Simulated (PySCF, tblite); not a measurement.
# C₃H₁₁ClO₂Si₂: geometry, infrared bands and NMR shifts

Aim: predict the infrared bands and NMR shifts of C₃H₁₁ClO₂Si₂ (`C[SiH2]O[C@H](CCl)O[SiH3]`).

Computed with tblite 0.8.0 and PySCF 2.14.0, with density-fitted response routines of our own, on a single molecule in the gas phase. Atoms count from 0, in the outputs and in this text.

**1. The starting structure**

19 atoms, charge 0, multiplicity 1; geometry from: force field or distance geometry start.

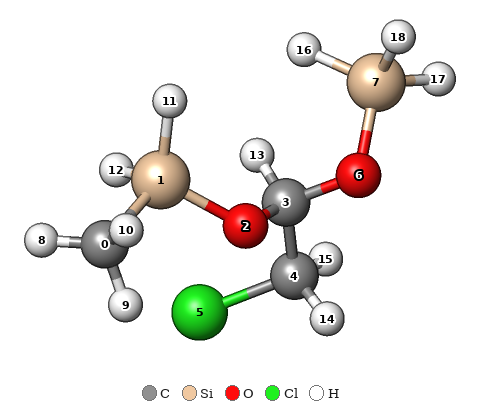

The starting geometry (carbon grey, silicon light orange, oxygen red, chlorine green, hydrogen white), atoms numbered.

**2. Geometry optimisation with GFN2-xTB**

What the job is given:

```
{"job": {"kind": "relax", "xc": "GFN2-xTB", "basis": "xTB"}, "charge": 0, "multiplicity": 1}
C      3.248200    -0.225300     0.401500
Si     1.472700    -0.808000     0.060000
O      0.498200     0.527200     0.352500
C     -0.779800     0.470700    -0.201600
C     -0.875500     1.678200    -1.117500
Cl     0.385200     1.569200    -2.388500
O     -1.673700     0.569300     0.867500
Si    -2.743600    -0.739300     0.937300
H      3.988200    -0.744400    -0.217200
H      3.215600     0.868600     0.121800
H      3.404700    -0.299300     1.480700
H      1.172800    -1.970900     0.928500
H      1.350100    -1.265200    -1.314300
H     -0.989500    -0.464200    -0.747600
H     -0.714600     2.577200    -0.482000
H     -1.867200     1.661000    -1.579800
H     -2.294300    -1.763300    -0.016400
H     -4.107600    -0.329400     0.610800
H     -2.699700    -1.302800     2.296600
```

Command:

```
> OMP_NUM_THREADS=1 python probes_run.py task.json out
```

The driver reads the jobs from task.json and runs them one after another.

**Question.** This job is followed by: GFN2-xTB harmonic vibrations, gas phase; GIAO PBE0/pcSseg-1 NMR shielding, non-relativistic, gas phase. What will the session give for the following? strongest single infrared mode (GFN2-xTB); zero-point energy (GFN2-xTB); ¹³C shifts against TMS (PBE0/pcSseg-1); ¹H shifts against TMS (PBE0/pcSseg-1, means over atoms taken as alike); ²⁹Si shifts against TMS (PBE0/pcSseg-1); ¹⁷O shifts against H2O (PBE0/pcSseg-1); ³⁵Cl shifts against HCl (PBE0/pcSseg-1).

As calculated:

```
                                                              quantity                                         value
                             strongest single infrared mode (GFN2-xTB)                         2237 cm⁻¹, 414 km/mol
                                          zero-point energy (GFN2-xTB)                                 82.5 kcal/mol
                                ¹³C shifts against TMS (PBE0/pcSseg-1)                          98.9, 54.9, -3.4 ppm
¹H shifts against TMS (PBE0/pcSseg-1, means over atoms taken as alike)  5.45, 5.22, 5.15, 4.72, 3.59, 3.54, 0.38 ppm
                               ²⁹Si shifts against TMS (PBE0/pcSseg-1)                              -11.2, -46.9 ppm
                                ¹⁷O shifts against H2O (PBE0/pcSseg-1)                                72.6, 71.7 ppm
                               ³⁵Cl shifts against HCl (PBE0/pcSseg-1)                                        56 ppm
```

The optimisation took 256 steps and gained 0.803 eV; among the close pairs (by a distance rule), O6–Si7 changed most, from 1.692 to 1.639 Å. The lowest mode is slightly imaginary (8i cm⁻¹), a soft motion within the noise of the Hessian, so the minimum is not strictly shown. The strongest single mode, at 2237 cm⁻¹, moves mainly H18 and H16. Unscaled tight-binding wavenumbers are off by several per cent, some by more. Its intensities can rank the bands wrongly. At PBE0/pcSseg-1: The largest span, 301 ppm, is at Cl5, where the paramagnetic term is -253 ppm.
